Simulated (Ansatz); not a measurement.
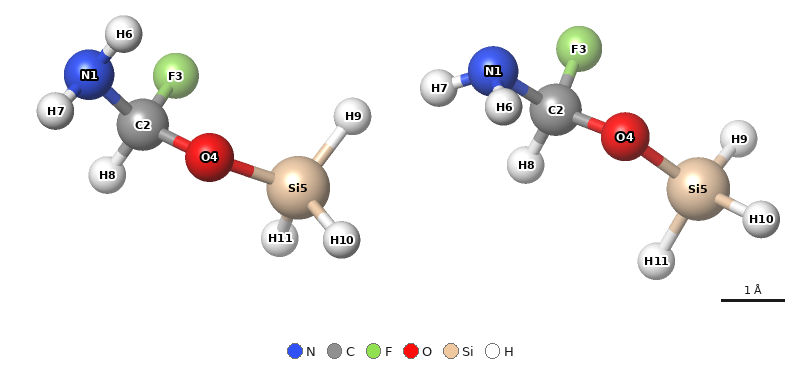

Two geometries of CH6FNOSi, drawn at one scale. One is the start of a relaxation, the other its converged end. Style: ball-and-stick. Shown from a free direction.

These are results of RKS CAM-B3LYP-D4/6-31G* in Ansatz 0.2.0, not measurements. Set-up: no spin polarisation; force threshold 0.015 eV/Å; at most 40 steps.

**Which of the two is the end point?**

The left one is the relaxed one. The run prepares an end point of a later path (inversion) calculation, from a guessed geometry. The energy falls by 12.3 kcal/mol in 22 accepted moves (26 points after the start). The largest force component goes from 4.5 to 0.0091 eV/Å. The line search rejected the trial steps at points 15, 18, 21, 23 of the run. The forces were under the threshold at step 24, but the run went on from there. The largest move after the best rigid fit is that of H6, 1.30 Å. Largest moves by element: H 1.30 Å, F 0.47 Å, O 0.42 Å, C 0.32 Å, N 0.17 Å, Si 0.03 Å. Near-neighbour distances that change, for instance: Si5–H9 1.425 → 1.480 Å, N1–H6 1.073 → 1.017 Å, N1–C2 1.463 → 1.412 Å, N1–H7 0.971 → 1.015 Å. Among the angles between lasting bonds that change: C2–N1–H6 99.9° → 109.5°, O4–Si5–H11 105.8° → 110.4°, F3–C2–H8 111.1° → 107.4°. Groups turn about N1–C2 by about 75°, C2–O4 by about 30°. The run took 51 s on 2 threads of AMD EPYC 9R14 (Zen 4) (shared host), peak memory 0.24 GiB.
